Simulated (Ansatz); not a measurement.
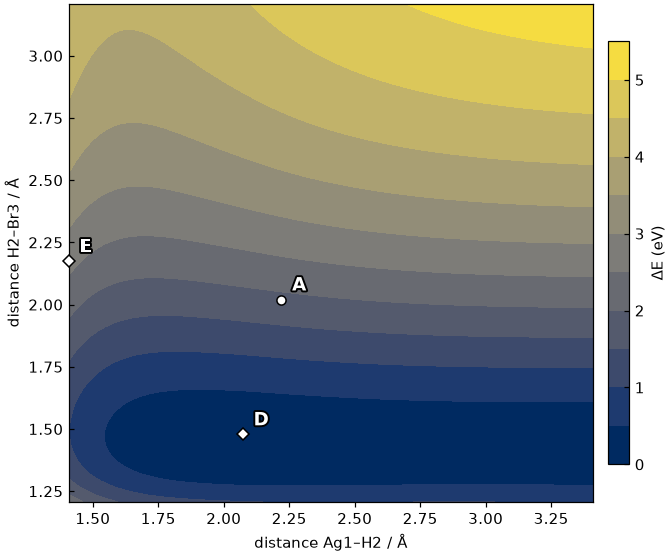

The system Ag⁺ + HBr. The first coordinate is: distance Ag1–H2; the second: distance H2–Br3. Nothing is relaxed (the angle Ag1–H2–Br3 is fixed at 180 degrees). Grid: 15 × 15 points. Energies are in eV, from Ag with charge +1 far from the relaxed HBr (each part in its own basis). The reference is spin-restricted, so regions where a bond is pulled apart into radicals lie too high. These are results of Ansatz, RKS PBE0-D4/def2-TZVPD, not measurements.

The picture shows filled contours, lettered points. Between grid points the surface is interpolated.

**Is E the lowest point of the computed grid?**

No. E lies 2.55 eV above the lowest grid point, which is at distance Ag1–H2 = 2.073 Å, distance H2–Br3 = 1.478 Å.

**What kind of point is each of A, D: minimum, saddle, maximum or slope?**

A: on a slope; D: minimum. (In these two coordinates alone; a stationary point may lie a little off the grid point.)
